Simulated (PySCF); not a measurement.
H$_{5}$OSi$_{2}$ (SMILES [SiH2]O[SiH3]) (doublet)

The calculation's input:

```
{"job": {"kind": "epr", "basis": "pcH-1"}, "charge": 0, "multiplicity": 2}
Si     1.839243    -0.248635    -0.309152
O      0.216993    -0.203186    -0.338382
Si    -1.349083     0.023573    -0.010606
H      2.328717     1.109705    -0.495970
H      2.242189    -0.911412     0.922680
H     -1.491256     0.262208     1.426050
H     -2.012589    -1.208676    -0.427788
H     -1.765157     1.185835    -0.791396
```

Command:

```sh
OMP_NUM_THREADS=1 python probes_run.py task.json out
```

Geometry: GFN2-xTB.

Computed with UKS B3LYP, pcH-1 on H O Si, non-relativistic, mean-field spin-orbit, GIAO (PySCF).

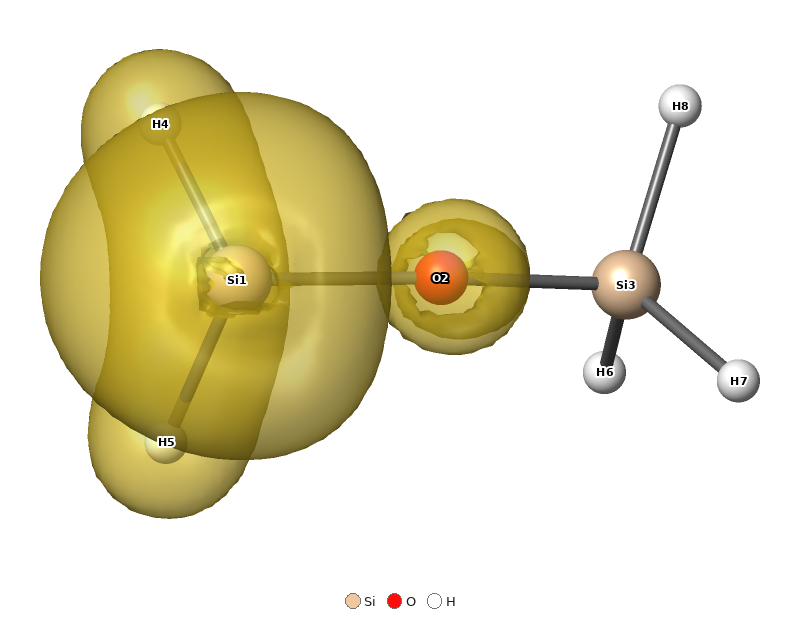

Figure 1. Isosurfaces of the spin density (α minus β) at +0.015 (yellow) and −0.015 e/Å³ (cyan), seen at a tilt.

> Describe the spin distribution.

The unpaired spin (1 electron) lies mostly on Si1 (about 0.8) and O2 (about 0.1), in electrons by Hirshfeld's partition.

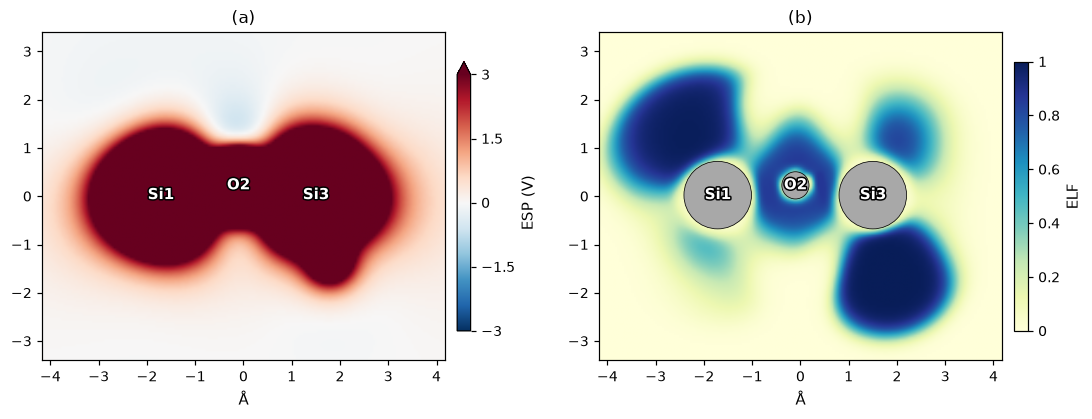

Figure 2. (a) molecular electrostatic potential; (b) ELF on the plane of atoms Si1, O2 and Si3. Grey discs cover the atomic cores in the ELF map.

> Interpret the plot.

- The section cuts through Si and O sites.
- Si–O (1.62 Å): the ELF peaks at about 0.85 between the atoms (a polar covalent bond).
- The ELF also peaks beside O2 and Si1, away from the bonds: non-bonding electrons, paired or unpaired.
- Outside the dense part of the molecule the potential is most negative (−0.6 V) near O2.

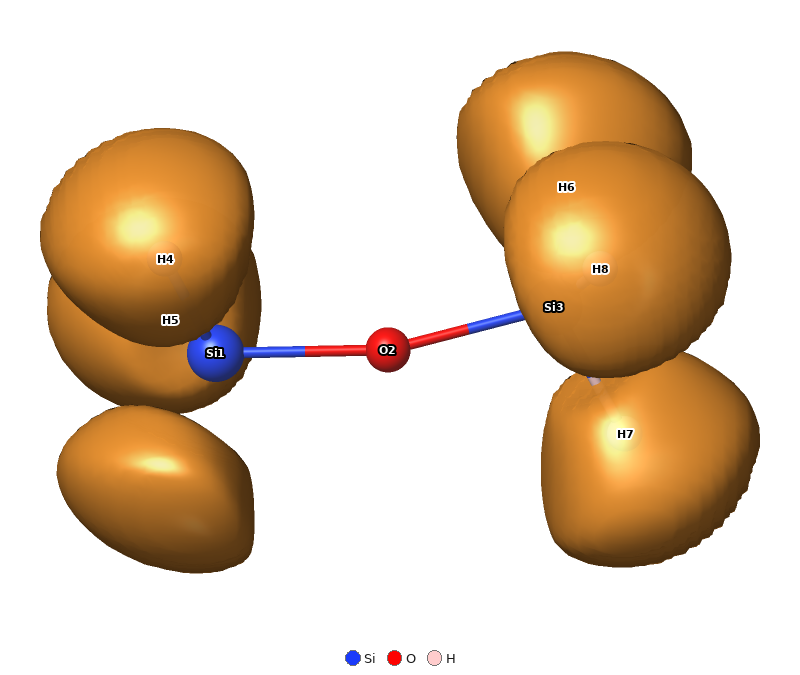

Figure 3. Isosurface of the electron localisation function at 0.9 (orange), seen from one side. Only the valence region is drawn (cores and ρ < 0.01 e/Å³ removed).

> Where are the electrons localised?

The surface consists of five regions around hydrogen nuclei and one lobe on Si, pointing away from the bonds (non-bonding electrons).


 Si–H (1.46 Å): the ELF climbs to about 1 towards the hydrogen, as it does in any bond to H.
